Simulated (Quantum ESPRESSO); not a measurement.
# TePb (Fm-3m): modes at Γ and the response to a field, part 2 of 2

Aim: the zone-centre modes of TePb (Fm-3m).

Quantum ESPRESSO 7.5; DFT LDA, scalar-relativistic, plane waves, GBRV ultrasoft pseudopotentials.

So far. Step 2 (A first look): A gap of 0.62 eV opens on this mesh, so the crystal is taken as an insulator; the start stands at -1.8 GPa. Step 4 (Ground state): The cell stands at -0.021 GPa, close enough for phonons. The relaxed cell has a = 6.374 Å (conventional setting).

### 5. Zone-centre response

At q = 0 one unit cell holds all displacements; symmetry groups them into irreducible representations that are solved one by one. The response to a field gives ε∞ and the Born charges, which polar modes need.

File ph.in:

```
phonons
 &inputph
    prefix='x',
    outdir='./tmp',
    fildyn='g.dyn',
    tr2_ph=1.0d-18,
    epsil=.true.,
 /
0.000000000000 0.000000000000 0.000000000000
```

On the command line:

```bash
$ OMP_NUM_THREADS=1 mpirun -n 4 ph.x -nk 4 -in ph.in > ph.out
```

Log:

```text
[banners, grids, parts of the stress and lines that vanish by symmetry left out]
[banner, memory and clock lines left out]
Program PHONON v.7.5

     ./tmp/x.save/

     IMPORTANT: XC functional enforced from input :
     Exchange-correlation= PZ
                           (   1   1   0   0   0   0   0)
     Any further DFT definition will be discarded
     Please, verify this is what you really want

     G-vector sticks info

     negative rho (up, down):  1.603E-02 0.000E+00
     Reading collected, re-writing distributed wavefunctions in ./tmp/

     Number and degeneracy of irreps per q-point
       N         xq(1)         xq(2)         xq(3)   N irreps
       1   0.000000000   0.000000000   0.000000000       2
        3   3

     Calculation of q =    0.0000000   0.0000000   0.0000000

     phonons

     bravais-lattice index     =            2
     lattice parameter (alat)  =      12.0456  a.u.
     unit-cell volume          =     436.9440 (a.u.)^3
     number of atoms/cell      =            2
     number of atomic types    =            2
     kinetic-energy cut-off    =      50.0000  Ry
     charge density cut-off    =     400.0000  Ry
     convergence threshold     =      1.0E-18
     beta                      =       0.7000
     number of iterations used =            4
     Exchange-correlation= PZ
                           (   1   1   0   0   0   0   0)

     celldm(1)=   12.04560  celldm(2)=    0.00000  celldm(3)=    0.00000
     celldm(4)=    0.00000  celldm(5)=    0.00000  celldm(6)=    0.00000

     crystal axes: (cart. coord. in units of alat)
               a(1) = ( -0.5000  0.0000  0.5000 )
               a(2) = (  0.0000  0.5000  0.5000 )
               a(3) = ( -0.5000  0.5000  0.0000 )

     reciprocal axes: (cart. coord. in units 2 pi/alat)
               b(1) = ( -1.0000 -1.0000  1.0000 )
               b(2) = (  1.0000  1.0000  1.0000 )
               b(3) = ( -1.0000  1.0000 -1.0000 )

     Atoms inside the unit cell:

     Cartesian axes

     site n.  atom      mass           positions (alat units)
        1  Te    127.6000   tau(    1) = (   -0.50000    0.50000    0.50000  )
        2  Pb    207.2000   tau(    2) = (    0.00000    0.00000    0.00000  )

     Computing dynamical matrix for
                    q = (   0.0000000   0.0000000   0.0000000 )

     49 Sym.Ops. (with q -> -q+G )

     G cutoff = 1470.1357  (  58887 G-vectors)     FFT grid: ( 60, 60, 60)
     G cutoff =  735.0679  (  20827 G-vectors)  smooth grid: ( 40, 40, 40)
     number of k points=    29
                       cart. coord. in units 2pi/alat
        k(    1) = (   0.0000000   0.0000000   0.0000000), wk =   0.0039062
        k(    2) = (  -0.1250000   0.1250000  -0.1250000), wk =   0.0312500
        k(    3) = (  -0.2500000   0.2500000  -0.2500000), wk =   0.0312500
        [... further k-points left out ...]

     PseudoPot. # 1 for Te read from file:
     ./pseudo/Te.upf
     Pseudo is Ultrasoft + core correction, Zval =  6.0
     Using radial grid of  891 points,  5 beta functions with:
                l(1) =   0
                l(2) =   0
                l(3) =   1
                l(4) =   1
                l(5) =   2
     Q(r) pseudized with  6 coefficients,  rinner =    1.800   1.800   1.800
                                                       1.800   1.800

     PseudoPot. # 2 for Pb read from file:
     ./pseudo/Pb.upf
     Pseudo is Ultrasoft + core correction, Zval = 14.0
     Using radial grid of  899 points,  6 beta functions with:
                l(1) =   0
                l(2) =   0
                l(3) =   1
                l(4) =   1
                l(5) =   2
                l(6) =   2
     Q(r) pseudized with  6 coefficients,  rinner =    1.000   1.000   1.000
                                                       1.000   1.000

     Mode symmetry, O_h (m-3m)  point group:

     Electric field:
     Dielectric constant
     Born effective charges as d Force / d E

     Atomic displacements:
     There are    2 irreducible representations

     Representation     1      3 modes -  To be done

     Representation     2      3 modes -  To be done

     Alpha used in Ewald sum =   2.8000

     negative rho (up, down):  1.603E-02 0.000E+00

     Electric Fields Calculation

      iter #   1   av.it.:   7.1
      thresh= 1.000E-02 alpha_mix =  0.700 |ddv_scf|^2 =  7.277E-08

      iter #   2   av.it.:  16.2
      thresh= 2.698E-05 alpha_mix =  0.700 |ddv_scf|^2 =  9.242E-09

      iter #   3   av.it.:  16.3
      thresh= 9.614E-06 alpha_mix =  0.700 |ddv_scf|^2 =  5.576E-10

      iter #   4   av.it.:  16.1
      thresh= 2.361E-06 alpha_mix =  0.700 |ddv_scf|^2 =  1.640E-11

      iter #   5   av.it.:  16.1
      thresh= 4.050E-07 alpha_mix =  0.700 |ddv_scf|^2 =  1.248E-13

      iter #   6   av.it.:  15.7
      thresh= 3.532E-08 alpha_mix =  0.700 |ddv_scf|^2 =  2.621E-16

      iter #   7   av.it.:  16.7
      thresh= 1.619E-09 alpha_mix =  0.700 |ddv_scf|^2 =  1.133E-17

      iter #   8   av.it.:  16.8
      thresh= 3.366E-10 alpha_mix =  0.700 |ddv_scf|^2 =  1.871E-19

     End of electric fields calculation

          Dielectric constant in cartesian axis

          (      36.599806784       0.000000000       0.000000000 )
          (       0.000000000      36.599806784      -0.000000000 )
          (       0.000000000      -0.000000000      36.599806784 )

          Effective charges (d Force / dE) in cartesian axis without acoustic sum rule applied (asr)

           atom    1  Te    Mean Z*:       -5.99793
      Ex  (       -5.99793        0.00000        0.00000 )
      Ey  (        0.00000       -5.99793        0.00000 )
      Ez  (       -0.00000        0.00000       -5.99793 )
           atom    2  Pb    Mean Z*:        5.93318
      Ex  (        5.93318       -0.00000       -0.00000 )
      Ey  (       -0.00000        5.93318        0.00000 )
      Ez  (       -0.00000        0.00000        5.93318 )

          Effective charges Sum: Mean:       -0.06476
             -0.06476        0.00000       -0.00000
             -0.00000       -0.06476        0.00000
             -0.00000        0.00000       -0.06476

          Effective charges (d Force / dE) in cartesian axis with asr applied:
           atom    1  Te    Mean Z*:       -5.96556
      E*x (       -5.96556        0.00000        0.00000 )
      E*y (        0.00000       -5.96556       -0.00000 )
      E*z (        0.00000       -0.00000       -5.96556 )
           atom    2  Pb    Mean Z*:        5.96556
      E*x (        5.96556       -0.00000       -0.00000 )
      E*y (       -0.00000        5.96556        0.00000 )
      E*z (       -0.00000        0.00000        5.96556 )

     Representation #   1 modes #   1   2   3

     Self-consistent Calculation

      iter #   1   av.it.:   8.8
      thresh= 1.000E-02 alpha_mix =  0.700 |ddv_scf|^2 =  6.624E-07

      iter #   2   av.it.:  17.4
      thresh= 8.139E-05 alpha_mix =  0.700 |ddv_scf|^2 =  2.518E-07

      iter #   3   av.it.:  17.0
      thresh= 5.018E-05 alpha_mix =  0.700 |ddv_scf|^2 =  1.572E-10

      iter #   4   av.it.:  17.6
      thresh= 1.254E-06 alpha_mix =  0.700 |ddv_scf|^2 =  8.134E-12

      iter #   5   av.it.:  17.7
      thresh= 2.852E-07 alpha_mix =  0.700 |ddv_scf|^2 =  3.215E-13

      iter #   6   av.it.:  17.0
      thresh= 5.670E-08 alpha_mix =  0.700 |ddv_scf|^2 =  5.661E-16

[...]
End of self-consistent calculation

     Convergence has been achieved

     Representation #   2 modes #   4   5   6

     Self-consistent Calculation

[...]
iter #   2   av.it.:  16.5
      thresh= 1.104E-05 alpha_mix =  0.700 |ddv_scf|^2 =  2.000E-09

      iter #   3   av.it.:  17.0
      thresh= 4.472E-06 alpha_mix =  0.700 |ddv_scf|^2 =  1.081E-10

      iter #   4   av.it.:  17.2
      thresh= 1.040E-06 alpha_mix =  0.700 |ddv_scf|^2 =  3.583E-12

      iter #   5   av.it.:  17.3
      thresh= 1.893E-07 alpha_mix =  0.700 |ddv_scf|^2 =  1.578E-14

      iter #   6   av.it.:  16.8
      thresh= 1.256E-08 alpha_mix =  0.700 |ddv_scf|^2 =  2.544E-16

      iter #   7   av.it.:  16.9
      thresh= 1.595E-09 alpha_mix =  0.700 |ddv_scf|^2 =  3.826E-18

      iter #   8   av.it.:  17.3
      thresh= 1.956E-10 alpha_mix =  0.700 |ddv_scf|^2 =  2.962E-20

     End of self-consistent calculation

     Convergence has been achieved

     Number of q in the star =    1
     List of q in the star:
          1   0.000000000   0.000000000   0.000000000

          Dielectric constant in cartesian axis

          (      36.599806784       0.000000000       0.000000000 )
          (       0.000000000      36.599806784      -0.000000000 )
          (       0.000000000      -0.000000000      36.599806784 )

          Effective charges (d Force / dE) in cartesian axis without acoustic sum rule applied (asr)

           atom    1  Te    Mean Z*:       -5.99793
      Ex  (       -5.99793        0.00000        0.00000 )
      Ey  (        0.00000       -5.99793        0.00000 )
      Ez  (       -0.00000        0.00000       -5.99793 )
           atom    2  Pb    Mean Z*:        5.93318
      Ex  (        5.93318       -0.00000       -0.00000 )
      Ey  (       -0.00000        5.93318        0.00000 )
      Ez  (       -0.00000        0.00000        5.93318 )

          Effective charges Sum: Mean:       -0.06476
             -0.06476        0.00000       -0.00000
             -0.00000       -0.06476        0.00000
             -0.00000        0.00000       -0.06476

          Effective charges (d Force / dE) in cartesian axis with asr applied:
           atom    1  Te    Mean Z*:       -5.96556
      E*x (       -5.96556        0.00000        0.00000 )
      E*y (        0.00000       -5.96556       -0.00000 )
      E*z (        0.00000       -0.00000       -5.96556 )
           atom    2  Pb    Mean Z*:        5.96556
      E*x (        5.96556       -0.00000       -0.00000 )
      E*y (       -0.00000        5.96556        0.00000 )
      E*z (       -0.00000        0.00000        5.96556 )

     Diagonalizing the dynamical matrix

     q = (    0.000000000   0.000000000   0.000000000 )

 **************************************************************************
     freq (    1) =      -0.148986 [THz] =      -4.969625 [cm-1]
     freq (    2) =      -0.148986 [THz] =      -4.969625 [cm-1]
     freq (    3) =      -0.148986 [THz] =      -4.969625 [cm-1]
     freq (    4) =       1.268577 [THz] =      42.315165 [cm-1]
     freq (    5) =       1.268577 [THz] =      42.315165 [cm-1]
     freq (    6) =       1.268577 [THz] =      42.315165 [cm-1]
 **************************************************************************

     Mode symmetry, O_h (m-3m)  point group:

     freq (   1-   3) =         -5.0  [cm-1]   --> T_1u G_15  G_4- I
     freq (   4-   6) =         42.3  [cm-1]   --> T_1u G_15  G_4- I
```

It took 3 min on 4 MPI ranks of Arm Neoverse V1, shared host.

Read from the output:

- miss of the charge sum rule: 0.06475 e
- largest acoustic frequency at the zone centre before the sum rule: -4.97 cm⁻¹
- highest optical zone-centre mode (no LO-TO term): 42.32 cm⁻¹
- lowest optical zone-centre mode: 42.32 cm⁻¹
- mean high-frequency dielectric constant: 36.60
- largest Born charge in size (third of the trace): 5.998 e

Born charge (rows field, columns displacement), before the sum rule (e), principal values of the symmetric part by kind of site:

| atom | atoms with these values | low | middle | high | mean |
| --- | --- | --- | --- | --- | --- |
| Te1 | 1 | -6.00 | -6.00 | -6.00 | -6.00 |
| Pb2 | 1 | 5.93 | 5.93 | 5.93 | 5.93 |

In full for Te1:

```
-6.00  0.00  0.00
 0.00 -6.00  0.00
 0.00  0.00 -6.00
```

High-frequency dielectric tensor:

```
36.60  0.00  0.00
 0.00 36.60  0.00
 0.00  0.00 36.60
```

The acoustic modes at Γ come out as far as 5.0 cm⁻¹ from zero, where they should vanish, a small numerical error; the Born charges miss their sum rule by 0.065 e, too much: mesh or cutoff is short for the field response.

### 6. Zone-centre analysis

A rigid shift of the crystal must cost nothing, but grids and finite bases break this; the acoustic sum rule is imposed before the matrix is diagonalised again. With Born charges the intensities follow, and the static dielectric tensor.

File dynmat.in:

```
 &input
    fildyn='g.dyn',
    asr='simple',
    fileig='dynmat.eig',
    lperm=.true.,
 /
```

On the command line:

```bash
$ dynmat.x -in dynmat.in > dynmat.out
```

Log:

```text
[banner, memory and clock lines left out]
Program DYNMAT v.7.5

     Reading Dynamical Matrix from file g.dyn
     ...Force constants read
     ...epsilon and Z* read
     A direction for q was not specified:TO-LO splitting will be absent

     Polarizability (A^3 units)
     multiply by 0.077721 for Clausius-Mossotti correction
       183.428562    0.000000    0.000000
         0.000000  183.428562   -0.000000
         0.000000   -0.000000  183.428562

     IR activities are in (D/A)^2/amu units

# mode   [cm-1]    [THz]      IR
    1      0.00    0.0000    0.0000
    2      0.00    0.0000    0.0000
    3      0.00    0.0000    0.0000
    4     42.61    1.2775   10.3972
    5     42.61    1.2775   10.3972
    6     42.61    1.2775   10.3972

Electronic dielectric permittivity tensor (relative, adimensional)
        36.599807    0.000000    0.000000
         0.000000   36.599807   -0.000000
         0.000000   -0.000000   36.599807

 ... with zone-center polar mode contributions
       225.210280    0.000000    0.000000
         0.000000  225.210280    0.000000
         0.000000    0.000000  225.210280
```

Run time: 0.45 s. Hardware: 1 thread.

Read from the output:

- highest optical zone-centre mode (no LO-TO term): 42.61 cm⁻¹
- lowest optical zone-centre mode: 42.61 cm⁻¹
- mean static dielectric constant: 225.2

Unit eigenvectors of the mass-weighted matrix after the sum rule; no LO-TO term. Modes at Γ, with each element's share of the kinetic energy:

| mode | frequency (cm⁻¹) | symmetry | Te % | Pb % |
| --- | --- | --- | --- | --- |
| 1 | 0.0 | acoustic | 38 | 62 |
| 2 | 0.0 | acoustic | 38 | 62 |
| 3 | 0.0 | acoustic | 38 | 62 |
| 4 | 42.6 | T1u | 62 | 38 |
| 5 | 42.6 | T1u | 62 | 38 |
| 6 | 42.6 | T1u | 62 | 38 |

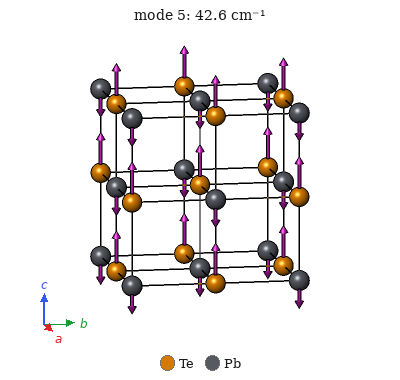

Displacement patterns of mode 5 at Γ; arrows are exaggerated. Some periodic images of atoms are drawn too.

Degenerate modes summed, no LO-TO term. Infrared lines, with heights relative to the strongest:

```csv
position (cm⁻¹),lines merged,label,"IR intensity, relative"
43,3,T1u,100
```

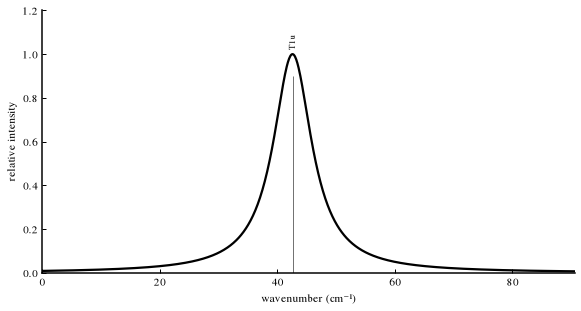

The infrared spectrum, broadened with Lorentzians of width 8 cm⁻¹; bars mark the lines.

Static dielectric tensor (ions relaxed, fixed cell):

```
225.2   0.0   0.0
  0.0 225.2   0.0
  0.0   0.0 225.2
```

The rule moves no optical mode by more than 0.3 cm⁻¹.

### 7. The LO-TO splitting (1 0 0)

A longitudinal polar mode sets up a macroscopic field that stiffens it; the term hangs on the direction from which q goes to zero.

File dynmat.in:

```
 &input
    fildyn='g.dyn',
    asr='simple',
    fileig='dynmat.eig',
    q(1)=1.0,
    q(2)=0.0,
    q(3)=0.0,
 /
```

On the command line:

```bash
$ dynmat.x -in dynmat.in > dynmat.out
```

Log:

```text
[banner, memory and clock lines left out]
Program DYNMAT v.7.5

     Reading Dynamical Matrix from file g.dyn
     ...Force constants read
     ...epsilon and Z* read

     Polarizability (A^3 units)
     multiply by 0.077721 for Clausius-Mossotti correction
       183.428562    0.000000    0.000000
         0.000000  183.428562   -0.000000
         0.000000   -0.000000  183.428562

     IR activities are in (D/A)^2/amu units

# mode   [cm-1]    [THz]      IR
    1      0.00    0.0000    0.0000
    2      0.00    0.0000    0.0000
    3      0.00    0.0000    0.0000
    4     42.61    1.2775   10.3972
    5     42.61    1.2775   10.3972
    6    105.70    3.1689   10.3972
```

It took 0.45 s on 1 thread.

Read from the output:

| Property | Result |
| --- | --- |
| highest mode moved by the LO-TO term | 105.7 cm⁻¹ |

Zone-centre frequencies as printed; negative means imaginary. Modes:

| mode | frequency (cm⁻¹) |
| --- | --- |
| 1 | 0 |
| 2 | 0 |
| 3 | 0 |
| 4 | 42.61 |
| 5 | 42.61 |
| 6 | 105.7 |

The field moves one mode, from 43 to 106 cm⁻¹; the others stay.

### 8. Outcome

| Item | Value |
| --- | --- |
| space group after relaxation | Fm-3m |
| volume per atom | 32.4 Å³ |
| gap on the k-mesh | 0.531 eV |
| highest optical zone-centre mode (no LO-TO term) | 42.6 cm⁻¹ |
| highest mode moved by the LO-TO term (probably not converged in the k mesh) | 105.7 cm⁻¹ |
| mean high-frequency dielectric constant (probably not converged in the k mesh) | 36.6 |
| largest Born charge in size (third of the trace) (probably not converged in the k mesh) | 6.00 e |
| mean static dielectric constant (probably not converged in the k mesh) | 225.2 |
| imaginary optical modes at the zone centre (no q mesh in this session) | none |

In words: At the LDA level the optical modes of TePb (Fm-3m) at the zone centre (no LO-TO term) lie at 43 cm⁻¹. Along the directions run, the highest mode that the macroscopic field moves lies at 106 cm⁻¹. Lattice motion raises the mean dielectric constant from 36.60 to 225.2. The Born charges miss their sum rule by 0.065 e, a sign that the k mesh or the cutoff is short for the field response. ε∞, the Born charges and what follows from them are probably not converged in the k mesh. The Lyddane-Sachs-Teller relation holds: (ωLO/ωTO)² is 6.15 and ε₀/ε∞ is 6.15. These are harmonic frequencies at zero temperature: anharmonic shifts and linewidths and thermal expansion are left out. Spin-orbit coupling is left out, which can matter for the heavy elements here.

Comparison with the measured values:

| quantity | measured | LDA GBRV ultrasoft, Quantum ESPRESSO |
| --- | --- | --- |
| lattice constant a (Å) | 6.4397 | 6.374 (-1.0 %) |
| infrared mode, TO at Gamma (cm⁻¹) | 18 | 43 (+136.7 %) |

Measured values from arxiv:1709.02863 (2017) and arxiv:0808.3152 (2008).

**Verdict.** The lattice constant a is off by -1.0 %: fair agreement. The infrared mode is off by +136.7 %: a clear miss. The grades are ours: good and fair within 0.7 and 1.5 % for the lattice constant a and 3 and 7 % for the infrared mode. Zero-point motion and thermal expansion (measured at up to 125 K) are not in the computed lattice constants and infrared mode. Limits of convergence are named above.

[Host names and launcher messages were left out of these logs when they were recorded.]

[Logs are printed without paths, hosts, clocks, repeated set-up lines and the standing remarks that a program may print on its own settings, such as how far it seeks lower states.]

[Hosts, paths, dates, database ids (printed as entryN), source tags and the programs' standing remarks are cut or masked in the printed files.]
